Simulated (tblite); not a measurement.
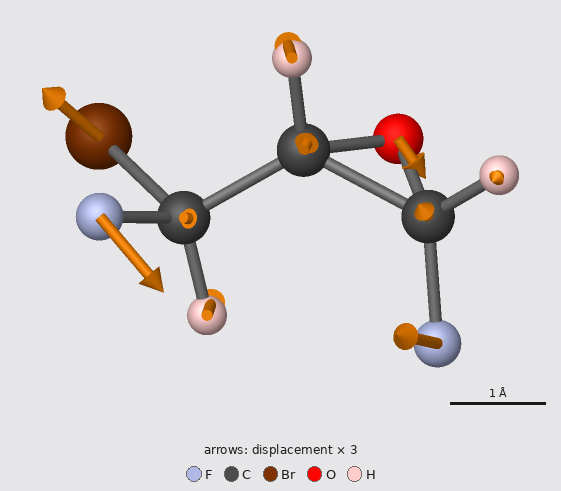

This is a relaxation of C3H3BrF2O. The starting structure is drawn; orange arrows show the displacements, magnified 3 times. The two geometries are superimposed by the best rigid fit.

The picture is a ball-and-stick view, seen at a tilt.

The calculation used GFN2-xTB geometry optimisation, gas phase (tblite). 

Question: What happened in the run?

Answer: The Br atom moves most after the best rigid fit: 0.37 Å. Largest moves by element: Br 0.37 Å, F 0.35 Å, H 0.27 Å, O 0.18 Å, C 0.11 Å. Near-neighbour distances that change, for instance: C–H 1.139 → 1.087 Å, C–F 1.393 → 1.353 Å, C–H 1.122 → 1.085 Å, C–O 1.400 → 1.365 Å. Bond angles that change, for instance: F–C–H 117.6° → 111.0°, C–C–H 117.5° → 123.5°, O–C–H 111.1° → 116.0°. Groups turn about C–C by about 20°. The energy falls by 5.53 kcal/mol in 53 geometry steps.
